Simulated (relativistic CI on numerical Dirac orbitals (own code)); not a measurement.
# Ir⁷²⁺: one ion under different settings

How much do the settings matter for Ir⁷²⁺? One ion, several inputs.

Program: relativistic CI on numerical Dirac orbitals (own code) version 3. Level of theory: Dirac-Coulomb-Breit CI, KLI orbitals optimised for each configuration, model QED (radiative potential, 1s self-energy scaled to tabulated hydrogen-like ionisation energies), numerical settings as typed. These are calculated values, not measurements, unless marked.

### 1 Starting point

```
ion            : Ir⁷²⁺ (Ir LXXIII)
nuclear charge : 77
electrons      : 5
isotope        : A = 193
```

### 2 Usual settings

The run's settings:

```ini
atom Ir  Z=77  charge=72  electrons=5
nucleus A=193  rms_radius_fm=5.4032
hamiltonian dirac-coulomb  breit=on  qed=on  c_scale=1
orbitals kli  potential=per-configuration
slater_scale 1
correlation none
mixing on
grid step=0.0125 r_max=2
scf mixing=0.4 start=green max_iterations=150 tolerance=2e-08 node_fill=0.05
configurations
  [He] 2s2 2p
  [He] 2s 2p2
end
```

Run with:

```bash
$ python run_levels.py task.json out
```

One command runs all members of the session, one after another, from task.json.

### 3 Breit term off

Changes to the settings of step 2:

```diff
@@ -2,3 +2,3 @@
 nucleus A=193  rms_radius_fm=5.4032
-hamiltonian dirac-coulomb  breit=on  qed=on  c_scale=1
+hamiltonian dirac-coulomb  breit=off  qed=on  c_scale=1
 orbitals kli  potential=per-configuration
```

### 4 Tolerance 0.0001

The run's settings:

```ini
atom Ir  Z=77  charge=72  electrons=5
nucleus A=193  rms_radius_fm=5.4032
hamiltonian dirac-coulomb  breit=on  qed=on  c_scale=1
orbitals kli  potential=per-configuration
slater_scale 1
correlation none
mixing on
grid step=0.0125 r_max=2
scf mixing=0.4 start=green max_iterations=150 tolerance=0.0001 node_fill=0.05
configurations
  [He] 2s2 2p
  [He] 2s 2p2
end
```

### 5 Slater scale 0.6

The run's settings:

```ini
atom Ir  Z=77  charge=72  electrons=5
nucleus A=193  rms_radius_fm=5.4032
hamiltonian dirac-coulomb  breit=on  qed=on  c_scale=1
orbitals kli  potential=per-configuration
slater_scale 0.6
correlation none
mixing on
grid step=0.0125 r_max=2
scf mixing=0.4 start=green max_iterations=150 tolerance=2e-08 node_fill=0.05
configurations
  [He] 2s2 2p
  [He] 2s 2p2
end
```

### 6 Grid step 0.006, end of the grid 6.0, start potential thomas-fermi

The run's settings:

```ini
atom Ir  Z=77  charge=72  electrons=5
nucleus A=193  rms_radius_fm=5.4032
hamiltonian dirac-coulomb  breit=on  qed=on  c_scale=1
orbitals kli  potential=per-configuration
slater_scale 1
correlation none
mixing on
grid step=0.006 r_max=6
scf mixing=0.4 start=thomas-fermi max_iterations=150 tolerance=2e-08 node_fill=0.05
configurations
  [He] 2s2 2p
  [He] 2s 2p2
end
```

### 7 Tolerance 0.01

Changes to the settings of step 6:

```diff
@@ -7,4 +7,4 @@
 mixing on
-grid step=0.006 r_max=6
-scf mixing=0.4 start=thomas-fermi max_iterations=150 tolerance=2e-08 node_fill=0.05
+grid step=0.0125 r_max=2
+scf mixing=0.4 start=green max_iterations=95 tolerance=0.01 node_fill=0.05
 configurations
```

(Steps that only read results are left out.)

**Question.** What will these runs give? Wanted: lowest level, usual settings; total energy; first excitation.

**Answer**, as computed:

| setting | total energy less usual (Ha) | largest shift of a level among the lowest eight of both runs, same label and place (cm⁻¹) | SCF iterations | time | lowest level | kind of change |
| --- | --- | --- | --- | --- | --- | --- |
| usual | 0 | 0 | 14 | 0.041 s | 2p 2P°1/2 | - |
| Breit term off | -9.6 | 230000 | 14 | 0.038 s | 2p 2P°1/2 | model term |
| tolerance 0.0001 | 1.03e-05 | 1.37 | 10 | 0.038 s | 2p 2P°1/2 | numerical |
| Slater scale 0.6 | 0 | 233000 | 14 | 0.038 s | 2p 2P°1/2 | model term |
| grid step 0.006, end of the grid 6.0, start potential thomas-fermi | -8.04e-05 | 0.174 | 16 | 0.072 s | 2p 2P°1/2 | numerical |
| tolerance 0.01 | -0.00488 | 1070 | 7 | 0.031 s | 2p 2P°1/2 | unsound |

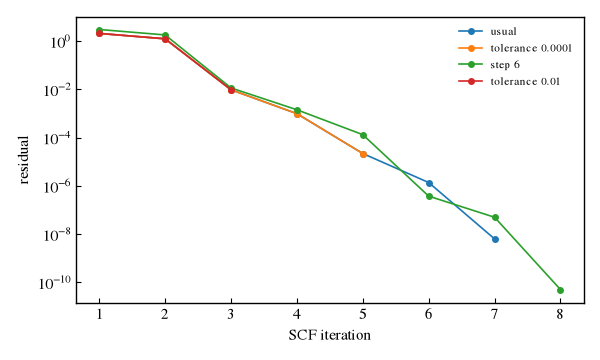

Residual of the first configuration's SCF.

```
                    quantity          value
lowest level, usual settings      2p 2P°1/2
                total energy  -8744.5680 Ha
            first excitation      289.58 eV
```

What this shows: Among the runs whose levels can be followed, they move most under «Slater scale 0.6» (model term), by up to 233000 cm⁻¹. Only the listed configurations are in the model.
